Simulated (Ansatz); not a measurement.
**C₂F (sextet): from Hartree-Fock to the top rungs, cc-pVTZ**

Aim: climb from Hartree-Fock through coupled cluster for C₂F (sextet) at one geometry and basis, and see what each rung misses.

The runs use Ansatz 0.2.0, Gaussian basis; cc-pVTZ, core rule «outside noble gas», up to 3 orbitals frozen.

To be run: UHF; CCSD(T) on ROHF; CCSD(T) on UHF; BCCD(T) on ROHF; CCSDT(Q) on ROHF; CCSDT(Q) on UHF.

8 further runs of the same task are left out: 3 for a known fault of the program, 5 set aside as unsound or not needed. Runs told in other sessions of the task aren't counted.

## (1) The system

The geometry is a PBE0/def2-TZVP stationary point (not a proven minimum) of the parent state, kept for this charge and spin.

3 atoms, charge 0, spin multiplicity 6.

Atoms are counted from 1 here; the program's logs count them from 0.

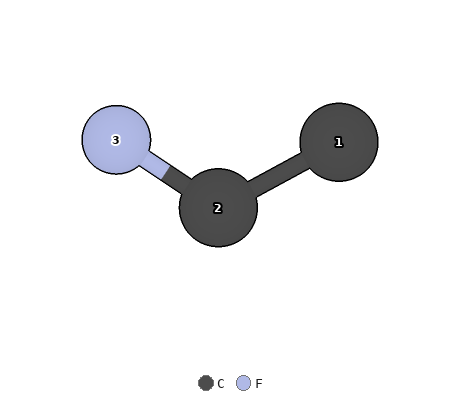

The structure; carbon dark grey, fluorine light blue; atoms are numbered from 1 in the order of the file.

In the tables R marks a restricted open-shell determinant and U an unrestricted one; energies count from the table's Hartree-Fock row.

## (2) UHF

in.yaml reads:

```yaml
crystal:
  periodic: [false, false, false]
  atoms:
    - {symbol: C, position_ang: [0.000000, -0.230648, 1.382426]}
    - {symbol: C, position_ang: [0.000000, 0.503978, 0.138719]}
    - {symbol: F, position_ang: [0.000000, -0.172798, -0.961661]}
basis:
  gaussian: {orbitals: cc-pVTZ}
magnetization: {spin_polarized: true, initial_magnetization: 5}
hamiltonian: {xc: hf}
output: {orbitals: {seedname: orbitals}}
```

On the command line:

```console
$ ansatz run in.yaml --threads 1 --pin off --events-out ev --progress --plain --max-ram 4096MiB --backend cpu
```

Log:

```text
Functional definition: HF
  name "HF"
  cite "Fock, Z. Phys. 61, 126 (1930) doi:10.1007/BF01340294"
  parent pbe
  exchange = exact_x
  correlation = 0
619 factors; their error is unknown
mean field evaluation 1: about -4755.5902 eV, gradient 1.7e1 eV
mean field evaluation 2: about -4758.4547 eV, gradient 1.2e1 eV
mean field evaluation 4: about -4759.6207 eV, gradient 2.4e0 eV
mean field evaluation 8: about -4759.7243 eV, gradient 1.1e-1 eV
mean field evaluation 16: about -4759.7772 eV, gradient 2.2e-5 eV
mean field -4759.77722918 eV, -174.9185868795 hartree, gradient 2.2e-5 eV, S^2 8.757850; 0 other end points of the search recorded, 0 dependent functions left out
reference -4759.77722918 eV, -174.9185868795 hartree; 13, 8 occupied and 77, 82 virtual orbitals, 619 factors
Total energy: -4759.77722918 eV, -174.9185868795 hartree
```

Run time: 0.42 s. Hardware: 1 thread of AMD EPYC 7R13, shared host; peak memory 0.26 GiB.

From the report: ⟨S²⟩ of the determinant 8.758 (pure sextet: 8.75).

## (3) CCSD(T) on ROHF

in.yaml, as its differences from that of step 2:

```diff
@@ -8,4 +8,4 @@
   gaussian: {orbitals: cc-pVTZ}
-magnetization: {spin_polarized: true, initial_magnetization: 5}
-hamiltonian: {xc: hf}
-output: {orbitals: {seedname: orbitals}}
+magnetization: {spin_polarized: false, initial_magnetization: 5}
+correlation: {method: ccsd_t, electrons: outside_noble_gas}
+output: {forces: true}
```

On the command line:

```console
$ ansatz run in.yaml --threads 2 --pin off --events-out ev --progress --plain --max-ram 24576MiB --backend cuda --devices 0, --max-vram 18GiB
```

Log, cut to the lines that bear on the results:

```text
Functional definition: HF
  name "HF"
  cite "Fock, Z. Phys. 61, 126 (1930) doi:10.1007/BF01340294"
  parent pbe
[...]
556 factors; integrals over basis functions are off by at most 7.3e-4 eV
[...]
mean field -4759.65150410 eV, -174.9139665680 hartree, gradient 5.0e-6 eV, S^2 8.750000; 0 other end points of the search recorded, 0 dependent functions left out
3 core orbitals not correlated: weight in the atoms' cores, before any rotation towards them, 1.000 or more for the frozen orbitals, at most 0.000 for the correlated occupied ones
reference -4759.65150410 eV, -174.9139665680 hartree; 10, 5 occupied and 77, 82 virtual orbitals, 556 factors
second order -11.01008083 eV of doubles, -0.08545811 eV of singles
cycle   1  -11.26943036 eV  change   -1.7e-1 eV  update   7.8e-2
[...]
cycle  13  -11.63615124 eV  change   -1.7e-6 eV  update   1.6e-6
perturbative correction -0.38031660 eV, -0.0139763771 hartree
[...]
Total energy: -4771.66797194 eV, -175.3555636160 hartree
Atom 0 at     0.000000    -0.230648     1.382426 Å, force    -0.000000    -1.789848     3.030320 eV/Å
Atom 1 at     0.000000     0.503978     0.138719 Å, force    -0.000000     2.637324    -1.652237 eV/Å
Atom 2 at     0.000000    -0.172798    -0.961661 Å, force     0.000000    -0.847476    -1.378083 eV/Å
Dipole moment:    -0.000000    -0.000064     0.104869 e Å
```

Run time: 4.3 s. Hardware: 1 × H100 (card shared with other runs) with 2 threads of AMD EPYC 7R13, shared host; peak host memory 0.91 GiB.

From the report: correlation -12.0165 eV; T1 0.023; largest double amplitude 0.02.

## (4) CCSD(T) on UHF

in.yaml, as its differences from that of step 3:

```diff
@@ -8,3 +8,3 @@
   gaussian: {orbitals: cc-pVTZ}
-magnetization: {spin_polarized: false, initial_magnetization: 5}
+magnetization: {spin_polarized: true, initial_magnetization: 5}
 correlation: {method: ccsd_t, electrons: outside_noble_gas}
```

Launched as before.

Log, cut to the lines that bear on the results:

```text
Functional definition: HF
  name "HF"
  cite "Fock, Z. Phys. 61, 126 (1930) doi:10.1007/BF01340294"
  parent pbe
[...]
556 factors; integrals over basis functions are off by at most 7.3e-4 eV
[...]
mean field -4759.77734920 eV, -174.9185912900 hartree, gradient 4.4e-6 eV, S^2 8.757850; 0 other end points of the search recorded, 0 dependent functions left out
3 core orbitals not correlated: weight in the atoms' cores, before any rotation towards them, 1.000 or more for the frozen orbitals, at most 0.000 for the correlated occupied ones
reference -4759.77734920 eV, -174.9185912900 hartree; 10, 5 occupied and 77, 82 virtual orbitals, 556 factors
second order -10.97121133 eV of doubles, -0.00000000 eV of singles
cycle   1  -11.15202552 eV  change   -1.8e-1 eV  update   7.6e-2
[...]
cycle  12  -11.51387882 eV  change   -7.9e-7 eV  update   4.4e-6
perturbative correction -0.37870538 eV, -0.0139171659 hartree
[...]
Total energy: -4771.66993339 eV, -175.3556356980 hartree
Atom 0 at     0.000000    -0.230648     1.382426 Å, force     0.000000    -1.789060     3.029348 eV/Å
Atom 1 at     0.000000     0.503978     0.138719 Å, force    -0.000000     2.636539    -1.650866 eV/Å
Atom 2 at     0.000000    -0.172798    -0.961661 Å, force     0.000000    -0.847479    -1.378482 eV/Å
Dipole moment:    -0.000000     0.000050     0.104960 e Å
```

Run time: 9 s. Hardware: 1 × H100 (card shared with other runs) with 2 threads of AMD EPYC 7R13, shared host; peak host memory 0.9 GiB.

From the report: ⟨S²⟩ of the determinant 8.758 (pure sextet: 8.75); correlation -11.8926 eV; T1 0.020; largest double amplitude 0.02.

## (5) BCCD(T) on ROHF

in.yaml, as its differences from that of step 4:

```diff
@@ -8,4 +8,3 @@
   gaussian: {orbitals: cc-pVTZ}
-magnetization: {spin_polarized: true, initial_magnetization: 5}
-correlation: {method: ccsd_t, electrons: outside_noble_gas}
-output: {forces: true}
+magnetization: {spin_polarized: false, initial_magnetization: 5}
+correlation: {method: bccd_t, electrons: outside_noble_gas}
```

Launched as before.

Log, cut to the lines that bear on the results:

```text
Functional definition: HF
  name "HF"
  cite "Fock, Z. Phys. 61, 126 (1930) doi:10.1007/BF01340294"
  parent pbe
[...]
556 factors; integrals over basis functions are off by at most 7.3e-4 eV
[...]
mean field -4759.65150410 eV, -174.9139665680 hartree, gradient 5.0e-6 eV, S^2 8.750000; 0 other end points of the search recorded, 0 dependent functions left out
3 core orbitals not correlated: weight in the atoms' cores, before any rotation towards them, 1.000 or more for the frozen orbitals, at most 0.000 for the correlated occupied ones
reference -4759.65150410 eV, -174.9139665680 hartree; 10, 5 occupied and 77, 82 virtual orbitals, 556 factors
second order -11.01008083 eV of doubles, -0.08545811 eV of singles
cycle   1  -11.29039986 eV  change   -1.9e-1 eV  update   7.8e-2
[...]
cycle  12  -11.60356290 eV  change   -1.9e-6 eV  update   5.3e-6
perturbative correction -0.41621877 eV, -0.0152957577 hartree
Total energy: -4771.67128577 eV, -175.3556853972 hartree
```

Wall time 5.5 s (1 × H100 (card shared with other runs) with 2 threads of AMD EPYC 7R13, shared host); peak host memory 0.82 GiB.

From the report: correlation -12.0198 eV; largest double amplitude 0.02.

## (6) CCSDT(Q) on ROHF

in.yaml, as its differences from that of step 5:

```diff
@@ -9,2 +9,2 @@
 magnetization: {spin_polarized: false, initial_magnetization: 5}
-correlation: {method: bccd_t, electrons: outside_noble_gas}
+correlation: {method: ccsdt_q, electrons: outside_noble_gas}
```

Launched as before.

Log, cut to the lines that bear on the results:

```text
Functional definition: HF
  name "HF"
  cite "Fock, Z. Phys. 61, 126 (1930) doi:10.1007/BF01340294"
  parent pbe
[...]
1165 factors; integrals over basis functions are off by at most 1.4e-7 eV
[...]
mean field -4759.65156503 eV, -174.9139688073 hartree, gradient 5.2e-6 eV, S^2 8.750000; 0 other end points of the search recorded, 0 dependent functions left out
3 core orbitals not correlated: weight in the atoms' cores, before any rotation towards them, 1.000 or more for the frozen orbitals, at most 0.000 for the correlated occupied ones
reference -4759.65156503 eV, -174.9139688073 hartree; 10, 5 occupied and 77, 82 virtual orbitals, 1165 factors
second order -11.01010243 eV of doubles, -0.08545778 eV of singles
cycle   1  -11.26943780 eV  change   -1.7e-1 eV  update   8.8e-2
[...]
cycle  17  -12.03944631 eV  change   -1.8e-7 eV  update   8.8e-7
perturbative correction -0.00892072 eV, -0.0003278302 hartree
Total energy: -4771.69993206 eV, -175.3567381290 hartree
```

It took 68 s on 1 × H100 (card shared with other runs) with 2 threads of AMD EPYC 7R13, shared host; peak host memory 2.4 GiB.

From the report: correlation -12.0484 eV; T1 0.024; largest double amplitude 0.02.

## (7) CCSDT(Q) on UHF

in.yaml, as its differences from that of step 6:

```diff
@@ -8,3 +8,3 @@
   gaussian: {orbitals: cc-pVTZ}
-magnetization: {spin_polarized: false, initial_magnetization: 5}
+magnetization: {spin_polarized: true, initial_magnetization: 5}
 correlation: {method: ccsdt_q, electrons: outside_noble_gas}
```

The command is unchanged.

Log, cut to the lines that bear on the results:

```text
Functional definition: HF
  name "HF"
  cite "Fock, Z. Phys. 61, 126 (1930) doi:10.1007/BF01340294"
  parent pbe
[...]
1165 factors; integrals over basis functions are off by at most 1.4e-7 eV
[...]
mean field -4759.77740913 eV, -174.9185934926 hartree, gradient 4.5e-6 eV, S^2 8.757850; 0 other end points of the search recorded, 0 dependent functions left out
3 core orbitals not correlated: weight in the atoms' cores, before any rotation towards them, 1.000 or more for the frozen orbitals, at most 0.000 for the correlated occupied ones
reference -4759.77740913 eV, -174.9185934926 hartree; 10, 5 occupied and 77, 82 virtual orbitals, 1165 factors
second order -10.97123221 eV of doubles, -0.00000000 eV of singles
cycle   1  -11.15203344 eV  change   -1.8e-1 eV  update   8.7e-2
[...]
cycle  17  -11.91592427 eV  change   -2.6e-7 eV  update   8.7e-7
perturbative correction -0.01366324 eV, -0.0005021147 hartree
Total energy: -4771.70699664 eV, -175.3569977475 hartree
```

Run time: 51 s. Hardware: 1 × H100 (card shared with other runs) with 2 threads of AMD EPYC 7R13, shared host; peak host memory 1.9 GiB.

From the report: ⟨S²⟩ of the determinant 8.758 (pure sextet: 8.75); correlation -11.9296 eV; T1 0.020; largest double amplitude 0.02.

## (8) The ladder

The yardstick is UCCSDT(Q), where the cluster series has nearly closed. Rows without a time are mean-field rows or come out of runs for another level: lower rungs of the coupled-cluster runs, or the Hartree-Fock search. The times of RCCSD(T), UCCSD(T) include forces.

Differences are taken before rounding.

| method | energy from the lowest ROHF (meV) | from UCCSDT(Q) (meV) | time |
| --- | --- | --- | --- |
| ROHF | 0.0 | +12055.5 |  |
| UHF | -125.8 | +11929.6 |  |
| RMP2 | -11095.5 | +960.0 |  |
| UMP2 | -11097.1 | +958.4 |  |
| RCCSD | -11636.2 | +419.3 |  |
| UCCSD | -11639.7 | +415.8 |  |
| RCCSD(T) | -12016.5 | +39.0 | 4.3 s |
| UCCSD(T) | -12018.4 | +37.1 | 9 s |
| BCCD(T) | -12019.8 | +35.7 | 5.5 s |
| RCCSDT | -12039.5 | +16.0 |  |
| UCCSDT | -12041.8 | +13.7 |  |
| RCCSDT(Q) | -12048.4 | +7.1 | 68 s |
| UCCSDT(Q) | -12055.5 | 0 | 51 s |

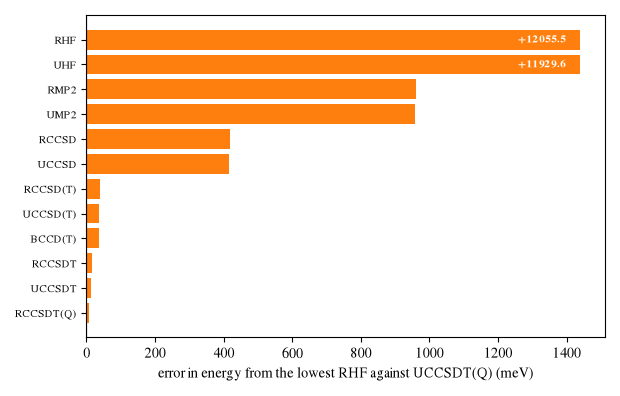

How far each level lands from UCCSDT(Q). Bars with a number in them are cut short.

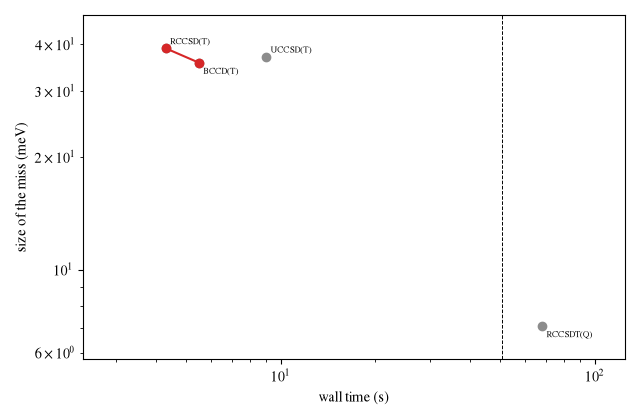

Miss against cost. Red marks the levels that no quicker level drawn beats (of those quicker than the yardstick), and the dashed line is the time of UCCSDT(Q). Times are from a shared host.

## (9) Outcome

| quantity | value |
| --- | --- |
| UCCSDT(Q) from the ROHF energy | -12.0555 eV |
| RMP2 from UCCSDT(Q) | +960.0 meV |
| UMP2 from UCCSDT(Q) | +958.4 meV |
| RCCSD from UCCSDT(Q) | +419.3 meV |
| RCCSD(T) from UCCSDT(Q) | +39.0 meV |
| UCCSD(T) from UCCSDT(Q) | +37.1 meV |
| RCCSDT(Q) from UCCSDT(Q) | +7.1 meV |
| levels within 1 kcal/mol (43 meV) | RCCSD(T), UCCSD(T), BCCD(T), RCCSDT, UCCSDT, RCCSDT(Q) |
| T1 diagnostic | 0.023 |

What this shows: RCCSD(T) misses by +39.0 meV, 0.3 % of the correlation energy. These misses are within one basis, not against nature; the frozen cores of restricted and unrestricted runs differ, which can shift their rows.

For cost: BCCD(T) gets within 35.7 meV in 5.5 s, where UCCSDT(Q) took 51 s; the quickest level in the cost chart, RCCSD(T), takes 4.3 s and misses by 39.0 meV.
